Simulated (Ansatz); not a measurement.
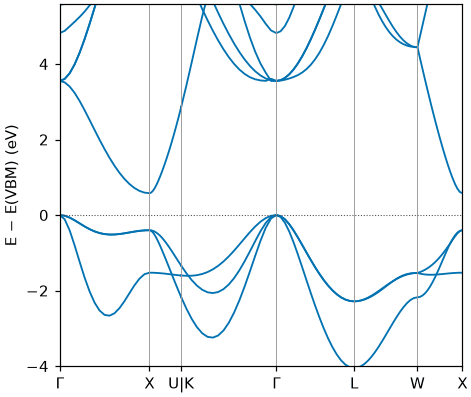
Figure: Band structure from r²SCAN (plane waves, PAW; program Ansatz)

Problem. Read off the gap and where the band edges lie.

Solution. About 0.6 eV (0.58 eV by a search for the band edges); maximum at Γ, minimum at X.

Problem. Which of these materials gives this?
A) GaN, rock salt
B) YN, rock salt
C) CdTe, zinc blende
D) GaN, zinc blende

Solution. B, YN, rock salt

Space group Fm-3m (rock salt). The cell was relaxed with r²SCAN under the symmetry of its start. No spin polarisation was allowed. Spin–orbit coupling is left out wherever it is not named.

Potentials: the earlier of the program's two PAW sets.
